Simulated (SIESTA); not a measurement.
Band structure of LiHfSe₂ (P-3m1, 4 atoms in the cell).

```
CELL_PARAMETERS angstrom
      3.70598     0.00000     0.00000
     -1.85299     3.20947     0.00000
      0.00000     0.00000     6.59956
ATOMIC_POSITIONS crystal
  Li 0.00000 0.00000 0.50000
  Hf 0.00000 0.00000 0.00000
  Se 0.33333 0.66667 0.24830
  Se 0.66667 0.33333 0.75170
```

Method of the run: SIESTA with GGA PBEsol, numerical atomic orbitals DZP, PseudoDojo PBEsol standard norm-conserving potentials (rewritten from UPF to PSML).

Settings: XC.functional = GGA; XC.authors = PBEsol; potentials = PseudoDojo PBEsol standard; PAO.BasisSize = DZP; PAO.EnergyShift = 0.01 Ry; MeshCutoff = 350 Ry; kgrid.MonkhorstPack = 10 10 5; OccupationFunction = MP; OccupationMPOrder = 0; ElectronicTemperature = 0.136 eV; PAO.Polarization.NonPerturbative = true; MaxSCFIterations = 150; SCF.Mixer.Method = Pulay; SCF.Mixer.Weight = 0.1.

The starting cell comes from a database of computed structures (which also holds hypothetical and non-ambient phases and stackings), without a prior relaxation at this level. Spin-orbit coupling is off. Values carry the incompleteness of an atom-centred basis.

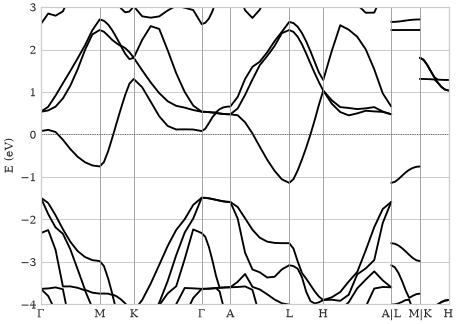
*Bands along the path, energies from the Fermi level.*

Levels in eV from the Fermi level, bands 20 to 25:
| point | 20 | 21 | 22 | 23 | 24 | 25 |
|---|---|---|---|---|---|---|
| Γ | -3.64 | -2.32 | -1.49 | -1.49 | 0.08 | 0.53 |
| M | -4.47 | -4.40 | -3.75 | -2.98 | -0.75 | 2.46 |
| K | -5.32 | -4.25 | -4.25 | -4.16 | 1.31 | 1.81 |
| A | -3.60 | -3.60 | -1.59 | -1.59 | 0.47 | 0.47 |
| L | -4.66 | -4.01 | -3.08 | -2.56 | -1.14 | 2.46 |
| H | -5.50 | -4.42 | -3.90 | -3.90 | 1.03 | 1.03 |

Bands cross the Fermi level along this path, so the cell is metallic at this level.

Higher empty bands are left out: an atom-centred basis made for the valence describes them poorly.
